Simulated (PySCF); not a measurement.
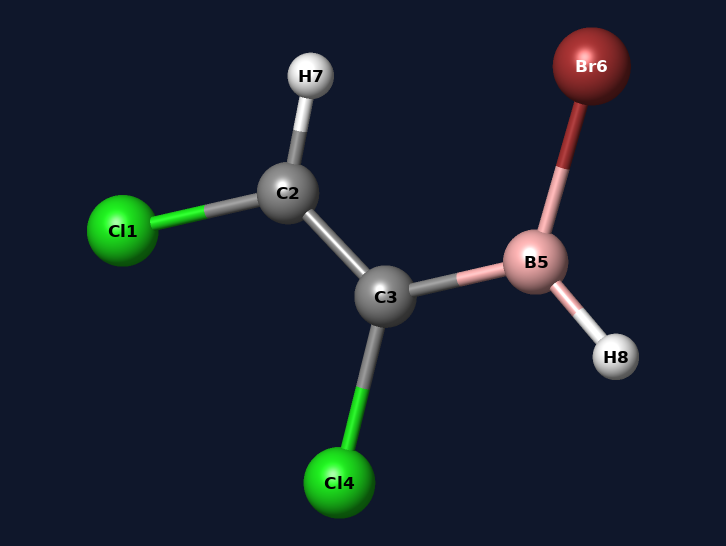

The geometry was computed by an optimisation with GFN2-xTB. No frequency run is at hand to confirm it as a minimum. Method: delta-SCF UKS SCAN, pcX-2 on the ionised atom, pcseg-1 elsewhere, spin-free X2C (PySCF 2.14.0).

Give the core-electron binding energies (to vacuum; p and d levels without spin–orbit splitting) of Cl1 1s, Cl1 2p, C2 1s, C3 1s, Cl4 1s, Cl4 2p, B5 1s.

```json
{"atom": "Cl1", "level": "1s", "binding energy (eV)": "2829.5"}
{"atom": "Cl1", "level": "2p", "binding energy (eV)": "207.5"}
{"atom": "C2", "level": "1s", "binding energy (eV)": "292.4"}
{"atom": "C3", "level": "1s", "binding energy (eV)": "292.0"}
{"atom": "Cl4", "level": "1s", "binding energy (eV)": "2829.0"}
{"atom": "Cl4", "level": "2p", "binding energy (eV)": "206.9"}
{"atom": "B5", "level": "1s", "binding energy (eV)": "196.7"}
```

The geometry is semi-empirical. Around B, Br such bond lengths and angles can be off by a tenth of an ångström or more and by several degrees, and values that hang on the shape move with them.
